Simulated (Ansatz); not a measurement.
```yaml
atoms:
  - { symbol: C, position_ang: [-0.0120, -2.0545, -0.0854] }
  - { symbol: C, position_ang: [-0.0932, -0.8854, 0.2324] }
  - { symbol: Al, position_ang: [-0.2201, 0.9474, 0.7313] }
  - { symbol: H, position_ang: [1.1092, 1.7625, 0.9796] }
  - { symbol: H, position_ang: [-1.6504, 1.5988, 0.8827] }
  - { symbol: H, position_ang: [0.0601, -3.0807, -0.3653] }
```

Geometry: r2SCAN-D4/def2-TZVP.

Method: isolated molecule in a Gaussian basis; Kohn-Sham density functional theory, functional PBE0 in Ansatz 0.2.0.

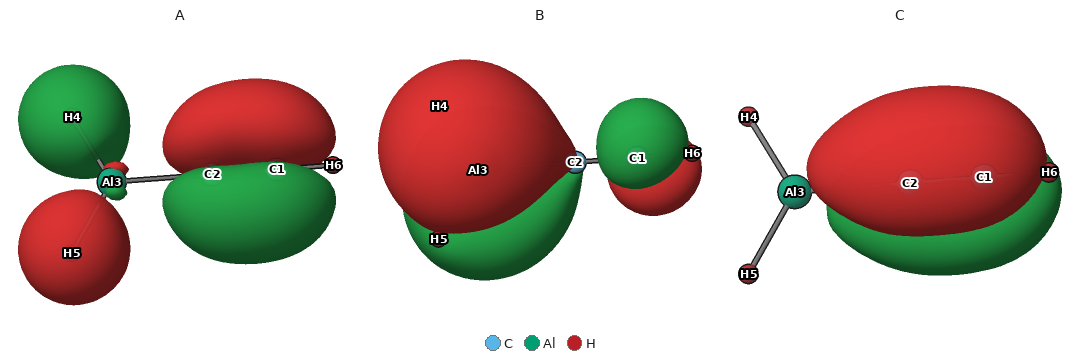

C2H3Al (SMILES C#[C][AlH2]). Three frontier orbitals at ±0.08 Å⁻³ᐟ² (green and red are the two phases), in no order.

Question: Order the three orbitals by energy and name them.

Answer: C is the HOMO−1 (−8.41 eV). It lies mainly on C2 (about 45 %) and C1 (about 45 %); it changes sign across the molecular plane (π type); π-bonding across C1–C2. A is the HOMO (−8.05 eV). It lies mainly on C1 (about 35 %), C2 (about 30 %), Al3 (about 10 %), H4 (about 10 %) and H5 (about 10 %); it is symmetric in the molecular plane (an in-plane orbital: σ, lone-pair or in-plane π type). B is the LUMO (−1.87 eV). It lies mainly on Al3 (about 65 %), C1 (about 10 %) and C2 (about 10 %); it changes sign across the molecular plane (π type); π-antibonding (a node) across C1–C2.

Question: What is the HOMO–LUMO gap?

Answer: 6.18 eV between the orbital energies.
